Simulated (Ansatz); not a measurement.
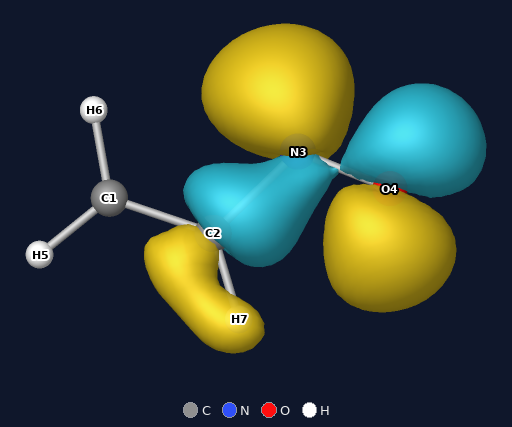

The picture shows: C$_{2}$H$_{3}$NO (SMILES C=CN=O). One frontier orbital at ±0.1 Å⁻³ᐟ² (yellow and cyan are the two phases), seen across its widest extent.

Geometry: PBE0-D4/def2-TZVP.

The calculation used RKS PBE0-D4/def2-TZVPP (Ansatz 0.2.0).

Input file:

```
crystal:
  periodic: [false, false, false]
  atoms:
    - {symbol: C, position_ang: [0.081785, 0.997129, -0.386725]}
    - {symbol: C, position_ang: [-0.095350, -0.104052, 0.334886]}
    - {symbol: N, position_ang: [0.136740, -1.343938, -0.316911]}
    - {symbol: O, position_ang: [-0.039741, -2.304672, 0.387041]}
    - {symbol: H, position_ang: [-0.071844, 1.985744, 0.026468]}
    - {symbol: H, position_ang: [0.390032, 0.909003, -1.422694]}
    - {symbol: H, position_ang: [-0.401633, -0.139212, 1.377934]}
basis:
  gaussian: {orbitals: def2-TZVPP}
hamiltonian: {xc: pbe0, dispersion: d4}
output: {orbitals: {seedname: orbitals}}
```

Command:

```sh
ansatz run in.yaml --threads 4 --pin off --events-out ev --progress --plain --max-ram 10444MiB
```

**Which orbital is it: HOMO or LUMO?**

The HOMO, at −6.65 eV. It lies mainly on O4 (about 50 %), N3 (about 35 %) and C2 (about 10 %); it is symmetric in the molecular plane (an in-plane orbital: σ, lone-pair or in-plane π type).
